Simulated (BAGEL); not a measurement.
# GeH3O2F (SMILES [OH][GeH]([OH])[F]), step by step

We compute the energy (HF/6-31G*), then a single-point energy (NEVPT2(2,2)/6-31G*), then a single-point energy (CASPT2(2,2)/6-31G*) of GeH3O2F. 

The results are computed with BAGEL 1.2.2.

2 further runs of the same task are left out: 2 set aside as unsound or not needed.

### Step 1. The molecule

The species is GeH3O2F (7 atoms), meant as a singlet with charge 0. SMILES: `[OH][GeH]([OH])[F]`. Geometry: relaxed at PBE0-D4/def2-TZVP. This is one conformer, not always the lowest.

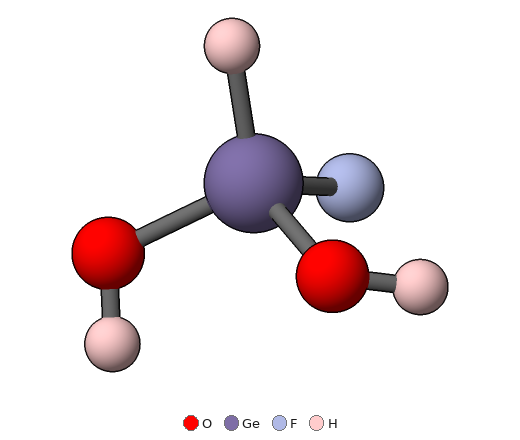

The structure, seen from a chosen angle (oxygen red, germanium purple, fluorine light blue, hydrogen pink).

### Step 2. A single-point energy at HF/6-31G(d) (density fitting with svp-jkfit, spherical functions) (run 1)

Contents of input.json:

```json
{ "bagel" : [

{
  "title" : "molecule",
  "basis" : "6-31gs.json",
  "df_basis" : "svp-jkfit",
  "angstrom" : false,
  "geometry" : [
    { "atom" : "O", "xyz" : [ -0.66692781,  2.15487171, -1.62383788 ] },
    { "atom" : "Ge", "xyz" : [ -0.20318902, -0.05062765,  0.81712136 ] },
    { "atom" : "O", "xyz" : [  2.86898220, -1.23966034,  0.58127976 ] },
    { "atom" : "F", "xyz" : [ -2.38166530, -2.42733620,  0.21392078 ] },
    { "atom" : "H", "xyz" : [ -2.28510029,  1.96873368, -2.42621559 ] },
    { "atom" : "H", "xyz" : [ -0.62629870,  0.91804596,  3.49127279 ] },
    { "atom" : "H", "xyz" : [  3.40982182, -1.45263247, -1.13969383 ] }
  ]
},
{ "title" : "hf" },
{ "title" : "print", "file" : "orbitals.molden", "orbitals" : true }

]}
```

The basis set 6-31G* is read from a file made from the Basis Set Exchange's data (not shown).

Command:

```bash
BAGEL_NUM_THREADS=1 BAGEL input.json > input.out
```

Log:

```text
* using 1 threads per process

  ===============================================================
  ===============================================================

  *** Geometry ***

  { "atom" : "O", "xyz" : [     -0.666928,      2.154872,     -1.623838 ] },
  { "atom" : "Ge", "xyz" : [     -0.203189,     -0.050628,      0.817121 ] },
  { "atom" : "O", "xyz" : [      2.868982,     -1.239660,      0.581280 ] },
  { "atom" : "F", "xyz" : [     -2.381665,     -2.427336,      0.213921 ] },
  { "atom" : "H", "xyz" : [     -2.285100,      1.968734,     -2.426216 ] },
  { "atom" : "H", "xyz" : [     -0.626299,      0.918046,      3.491273 ] },
  { "atom" : "H", "xyz" : [      3.409822,     -1.452632,     -1.139694 ] },

  Number of auxiliary basis functions:      551

  Since a DF basis is specified, we compute 2- and 3-index integrals:
    o Being stored without compression. Storage requirement is 0.028 GB

  Number of basis functions:       80
  Number of electrons      :       60

    * METHOD: MOLECULE                             0.35

  *** RHF ***

  === Nuclear Repulsion ===
   327.3265214298

      * DIIS with orbital gradients will be used.

  === RHF iteration (6-31gs.json) ===
      0      -2325.69534870          0.02750354           0.10
      1      -2325.90935204          0.01820673           0.10
      2      -2326.05641165          0.00127947           0.09
      3      -2326.05744587          0.00054314           0.09
      4      -2326.05756124          0.00009293           0.09
      5      -2326.05757075          0.00002599           0.09
      6      -2326.05757168          0.00000904           0.09
      7      -2326.05757175          0.00000293           0.09
      8      -2326.05757176          0.00000055           0.09
      9      -2326.05757176          0.00000021           0.09
     10      -2326.05757176          0.00000009           0.10
     11      -2326.05757176          0.00000003           0.09
     12      -2326.05757176          0.00000001           0.09
    * SCF iteration converged.

    * Permanent dipole moment:
           (    0.268939,    -0.348691,     0.251194) a.u.

    * METHOD: HF                                   1.48

    * METHOD: PRINT                                0.02

  ===============================================================
```

Wall time 2 s (1 thread of Arm Neoverse V1, shared host); peak memory 0.15 GiB.

### Step 3. A single-point energy at NEVPT2(2,2)/6-31G(d) (density fitting with svp-jkfit, spherical functions) (run 2)

Contents of calc.json:

```json
{ "bagel" : [

{
  "title" : "molecule",
  "basis" : "6-31gs.json",
  "df_basis" : "svp-jkfit",
  "angstrom" : false,
  "geometry" : [
    { "atom" : "O", "xyz" : [    -0.66692781,     2.15487171,    -1.62383788 ] },
    { "atom" : "Ge", "xyz" : [    -0.20318902,    -0.05062765,     0.81712136 ] },
    { "atom" : "O", "xyz" : [     2.86898220,    -1.23966034,     0.58127976 ] },
    { "atom" : "F", "xyz" : [    -2.38166530,    -2.42733620,     0.21392078 ] },
    { "atom" : "H", "xyz" : [    -2.28510029,     1.96873368,    -2.42621559 ] },
    { "atom" : "H", "xyz" : [    -0.62629870,     0.91804596,     3.49127279 ] },
    { "atom" : "H", "xyz" : [     3.40982182,    -1.45263247,    -1.13969383 ] }
  ]
},

{ "title" : "hf" },

{ "title" : "nevpt2", "nstate" : 1, "nact" : 2, "nclosed" : 29, "active" : [20, 32], "maxiter" : 200, "natocc" : true, "ncore" : 12 },

{ "title" : "print", "file" : "orbitals.molden", "orbitals" : true }

]}
```

The basis set 6-31G* is read from a file made from the Basis Set Exchange's data (not shown).

Command:

```bash
BAGEL_NUM_THREADS=1 BAGEL calc.json > calc.out
```

Log:

```text
* using 1 threads per process

  ===============================================================
  ===============================================================

  *** Geometry ***

  { "atom" : "O", "xyz" : [     -0.666928,      2.154872,     -1.623838 ] },
  { "atom" : "Ge", "xyz" : [     -0.203189,     -0.050628,      0.817121 ] },
  { "atom" : "O", "xyz" : [      2.868982,     -1.239660,      0.581280 ] },
  { "atom" : "F", "xyz" : [     -2.381665,     -2.427336,      0.213921 ] },
  { "atom" : "H", "xyz" : [     -2.285100,      1.968734,     -2.426216 ] },
  { "atom" : "H", "xyz" : [     -0.626299,      0.918046,      3.491273 ] },
  { "atom" : "H", "xyz" : [      3.409822,     -1.452632,     -1.139694 ] },

  Number of auxiliary basis functions:      551

  Since a DF basis is specified, we compute 2- and 3-index integrals:
    o Being stored without compression. Storage requirement is 0.028 GB

  Number of basis functions:       80
  Number of electrons      :       60

    * METHOD: MOLECULE                             0.35

  *** RHF ***

  === Nuclear Repulsion ===
   327.3265214298

      * DIIS with orbital gradients will be used.

  === RHF iteration (6-31gs.json) ===
      0      -2325.69534870          0.02750354           0.11
      1      -2325.90935204          0.01820673           0.10
      2      -2326.05641165          0.00127947           0.09
[... 9 lines of this table left out ...]
     12      -2326.05757176          0.00000001           0.09
    * SCF iteration converged.

    * Permanent dipole moment:
           (    0.268939,    -0.348691,     0.251194) a.u.

    * METHOD: HF                                   1.54

    * freezing 12 orbitals
  ---------------------------
      CASSCF calculation
  ---------------------------

    ==== Active orbitals : =====
         Orbital 20
         Orbital 32
    ============================

    * nstate   :      1
    * nclosed  :     29
    * nact     :      2
    * nvirt    :     49
  === CASSCF iteration (6-31gs.json) ===

    * Using the second-order algorithm

      0  0     -2326.05762503     1.72e-05      0.03

      1  0     -2326.05856041     1.80e-04      0.35
[... 25 lines of this table left out ...]
     14  0     -2326.07809751     6.74e-09      0.44

    * Second-order optimization converged. *

     guess   0:   closed 1.                   open ..

  === FCI iteration ===

      0  0     -2326.05732903     1.06e-01      0.00
      1  0     -2326.07806595     3.15e-03      0.00
      2  0 *   -2326.07809751     1.69e-15      0.00

     * ci vector, state   0, <S^2> = 0.0000
       2.     0.9951971437
       .2    -0.0978909866

  === DF-NEVPT2 calculation ===

    * 3-index integral transformation done
    * assembly done

      NEVPT2 correlation energy:   -0.7614624196      0.19

          (+0)     -0.6878389933
          (+0)'    -0.0352596315
          (+1)     -0.0045301423
          (+1)'    -0.0000000000
          (+2)     -0.0004868855
          (-1)     -0.0286445733
          (-1)'     0.0000000000
          (-2)     -0.0047021935

      NEVPT2 total energy:       -2326.8395599301

    * METHOD: NEVPT2                               7.98

    * METHOD: PRINT                                0.02

  ===============================================================
```

It took 10 s on 1 thread of Arm Neoverse V1, shared host; peak memory 0.15 GiB.

### Step 4. A single-point energy at CASPT2(2,2)/6-31G(d) (density fitting with svp-jkfit, spherical functions) (run 3)

Contents of caspt2.json:

```json
{ "bagel": [

{
  "title": "molecule",
  "basis": "6-31gs.json",
  "df_basis": "svp-jkfit",
  "angstrom": false,
  "geometry": [
    { "atom": "O", "xyz": [    -0.66692781,     2.15487171,    -1.62383788 ] },
    { "atom": "Ge", "xyz": [    -0.20318902,    -0.05062765,     0.81712136 ] },
    { "atom": "O", "xyz": [     2.86898220,    -1.23966034,     0.58127976 ] },
    { "atom": "F", "xyz": [    -2.38166530,    -2.42733620,     0.21392078 ] },
    { "atom": "H", "xyz": [    -2.28510029,     1.96873368,    -2.42621559 ] },
    { "atom": "H", "xyz": [    -0.62629870,     0.91804596,     3.49127279 ] },
    { "atom": "H", "xyz": [     3.40982182,    -1.45263247,    -1.13969383 ] }
  ]
},

{ "title": "hf", "charge": 0 },

{ "title": "casscf", "nstate": 1, "nact": 2, "nclosed": 29, "charge": 0, "active": [20, 32], "maxiter": 200, "natocc": true },

{ "title": "print", "file": "orbitals.molden", "orbitals": true },

{ "title": "smith", "method": "caspt2", "ms": true, "xms": true, "sssr": true, "shift": 0.2, "shift_imag": true, "ncore": 12 }

]}
```

The basis set 6-31G* is read from a file made from the Basis Set Exchange's data (not shown).

Command:

```bash
BAGEL_NUM_THREADS=1 BAGEL caspt2.json > caspt2.out
```

Log:

```text
* using 1 threads per process

  ===============================================================
  ===============================================================

  *** Geometry ***

  { "atom" : "O", "xyz" : [     -0.666928,      2.154872,     -1.623838 ] },
  { "atom" : "Ge", "xyz" : [     -0.203189,     -0.050628,      0.817121 ] },
  { "atom" : "O", "xyz" : [      2.868982,     -1.239660,      0.581280 ] },
  { "atom" : "F", "xyz" : [     -2.381665,     -2.427336,      0.213921 ] },
  { "atom" : "H", "xyz" : [     -2.285100,      1.968734,     -2.426216 ] },
  { "atom" : "H", "xyz" : [     -0.626299,      0.918046,      3.491273 ] },
  { "atom" : "H", "xyz" : [      3.409822,     -1.452632,     -1.139694 ] },

  Number of auxiliary basis functions:      551

  Since a DF basis is specified, we compute 2- and 3-index integrals:
    o Being stored without compression. Storage requirement is 0.028 GB

  Number of basis functions:       80
  Number of electrons      :       60

    * METHOD: MOLECULE                             0.35

  *** RHF ***

[... 11 lines left out ...]
    * SCF iteration converged.
[... 1 line left out ...]
    * Permanent dipole moment:
[... 27 lines left out ...]
    * Second-order optimization converged. *
[... 9 lines left out ...]
     * ci vector, state   0, <S^2> = 0.0000
[... 16 lines left out ...]
    * Zeroth order energy : state  0       -1.5871657752
[... 4 lines left out ...]
       #      aibj      arbs      arbi      airj      risj      airs      arst      rist         Etot      error   time
[... 2 lines left out ...]
       0  -0.68699  -0.00559  -0.02913  -0.00471  -0.00062  -0.03083  -0.00000  -0.00000   -0.7578830  0.0021152   0.10
       1  -0.68727  -0.00567  -0.02938  -0.00483  -0.00067  -0.03179  -0.00000  -0.00000   -0.7596080  0.0004193   0.09
       2  -0.68732  -0.00567  -0.02931  -0.00484  -0.00067  -0.03188  -0.00000  -0.00000   -0.7596978  0.0000936   0.09
       3  -0.68731  -0.00567  -0.02931  -0.00482  -0.00068  -0.03190  -0.00000  -0.00000   -0.7597013  0.0000239   0.09
       4  -0.68731  -0.00567  -0.02931  -0.00482  -0.00068  -0.03190  -0.00000  -0.00000   -0.7597015  0.0000059   0.10
       5  -0.68731  -0.00568  -0.02931  -0.00482  -0.00068  -0.03190   0.00000  -0.00000   -0.7597015  0.0000013   0.10
       6  -0.68731  -0.00568  -0.02931  -0.00482  -0.00068  -0.03190   0.00000  -0.00000   -0.7597015  0.0000003   0.10

      ------------------------------------------------------------------------------------------------------------------

    * CASPT2 energy : state  0    -2326.8400008821
        w/o shift correction      -2326.8377990453
        reference weight              0.8443683472

    * METHOD: SMITH                                0.98

  ===============================================================
```

Wall time 11 s (1 thread of Arm Neoverse V1, shared host); peak memory 0.25 GiB.

### Step 5. Outcome

| quantity | value |
| --- | --- |
| run 1, HF/6-31G*: total energy | -2326.05757 Eh |
| run 1, HF/6-31G*: dipole moment | 1.29 D |
| run 1, HF/6-31G*: HOMO energy | -13.58 eV |
| run 1, HF/6-31G*: LUMO energy | 4.00 eV |
| run 1, HF/6-31G*: HOMO–LUMO gap | 17.58 eV |
| run 2, NEVPT2(2,2)/6-31G*: total energy | -2326.83956 Eh |
| run 3, CASPT2(2,2)/6-31G*: total energy | -2326.84000 Eh |
